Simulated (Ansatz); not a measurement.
**SiH2F2 (SiF2H2) at SVWN5/STO-3G**

Aim: the energy change on altering one bond length of SiH2F2 (SiF2H2) at SVWN5/STO-3G, from 2 runs. 

The calculation is run with Ansatz 0.2.0.

54 further runs of the same task are left out: 4 that didn't finish, 50 set aside as unsound or not needed.

## Step 1: The molecule

The species is SiH2F2 (5 atoms), meant as a singlet with charge 0. SMILES: `[H][Si]([H])(F)F`. The coordinates come from a GFN2-xTB relaxation.

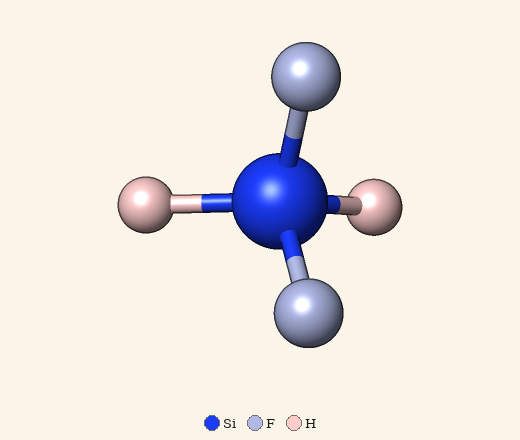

Viewed from a chosen angle; silicon blue, fluorine light blue, hydrogen pink.

## Step 2: A single-point energy at SVWN5/STO-3G

Contents of run.yaml:

```yaml
crystal:
  periodic: [false, false, false]
  atoms:
    - {symbol: Si, position_ang: [-0.091360, 0.000560, -0.064290]}
    - {symbol: F, position_ang: [0.009240, -0.018840, 1.526500]}
    - {symbol: F, position_ang: [1.436020, 0.010630, -0.519740]}
    - {symbol: H, position_ang: [-0.680140, 1.257800, -0.455540]}
    - {symbol: H, position_ang: [-0.673740, -1.250150, -0.486920]}
basis:
  gaussian:
    orbitals: STO-3G
hamiltonian:
  xc: {name: SVWN5}
accuracy: high
```

Launch:

```sh
$ ansatz run run.yaml --threads 1 --pin off --max-ram 2610MiB --events-out events.jsonl --progress --plain --runs-dir runs
```

The log of the run:

```text
Warning: RAYON_NUM_THREADS=1 ignored (pool sized by the plan → 1); use --threads N
Functional definition: SVWN5
  name "SVWN5"
  exchange = slater_x
  correlation = vwn5_c
387 factors; integrals over basis functions are off by at most 2.0e-8 eV
mean field evaluation 1: about -13103.6983 eV, gradient 2.2e1 eV
mean field evaluation 2: about -13102.5655 eV, gradient 3.0e1 eV
mean field evaluation 4: about -13105.4816 eV, gradient 4.6e-1 eV
mean field evaluation 8: about -13105.4488 eV, gradient 2.3e-2 eV
mean field evaluation 16: about -13105.4488 eV, gradient 1.5e-8 eV
mean field -13105.44883938 eV, -481.6163616550 hartree, gradient 1.5e-8 eV, S^2 0.000000; 0 other end points of the search recorded, 0 dependent functions left out
reference -13105.44884079 eV, -481.6163617066 hartree; 17, 17 occupied and 4, 4 virtual orbitals, 387 factors
Total energy: -13105.44884079 eV, -481.6163617066 hartree
```

Wall time 0.8 s (1 thread of Arm Neoverse V1, shared host); peak memory 0.093 GiB.

## Step 3: The distorted shape at the same level

Contents of input.yaml:

```yaml
crystal:
  periodic: [false, false, false]
  atoms:
    - {symbol: Si, position_ang: [-0.116510, 0.005410, -0.461980]}
    - {symbol: F, position_ang: [0.009240, -0.018840, 1.526500]}
    - {symbol: F, position_ang: [1.410870, 0.015480, -0.917430]}
    - {symbol: H, position_ang: [-0.705290, 1.262650, -0.853230]}
    - {symbol: H, position_ang: [-0.698890, -1.245300, -0.884610]}
basis:
  gaussian:
    orbitals: STO-3G
accuracy: high
hamiltonian:
  xc: {name: SVWN5}
```

Launch:

```sh
$ ansatz run input.yaml --threads 1 --pin off --max-ram 2610MiB --events-out events.jsonl --progress --plain --runs-dir runs
```

The log of the run:

```text
Warning: RAYON_NUM_THREADS=1 ignored (pool sized by the plan → 1); use --threads N
[... 4 set-up lines as earlier in the session ...]
379 factors; integrals over basis functions are off by at most 2.3e-8 eV
mean field evaluation 1: about -13101.6476 eV, gradient 2.6e1 eV
mean field evaluation 2: about -13084.4501 eV, gradient 7.9e1 eV
mean field evaluation 4: about -13104.0125 eV, gradient 8.2e0 eV
mean field evaluation 8: about -13104.2295 eV, gradient 6.4e-2 eV
mean field evaluation 16: about -13104.2295 eV, gradient 1.7e-7 eV
mean field -13104.22954352 eV, -481.5715533586 hartree, gradient 2.1e-8 eV, S^2 0.000000; 0 other end points of the search recorded, 0 dependent functions left out
reference -13104.22954491 eV, -481.5715534098 hartree; 17, 17 occupied and 4, 4 virtual orbitals, 379 factors
Total energy: -13104.22954491 eV, -481.5715534098 hartree
```

Wall time 0.79 s (1 thread of Arm Neoverse V1, shared host); peak memory 0.093 GiB.

## Step 4: What came out

Level: SVWN5/STO-3G.

```
                                                          quantity          value
                                         first shape: total energy  -481.61636 Eh
                                     distorted shape: total energy  -481.57155 Eh
energy change with the Si1–F2 bond stretched from 1.594 to 1.993 Å       1.219 eV
```

With the Si1–F2 bond stretched from 1.594 to 1.993 Å the energy rises by 1.22 eV (118 kJ/mol). The first shape isn't relaxed at this level, so the change isn't measured from a minimum. The minimal basis adds a large error of its own.
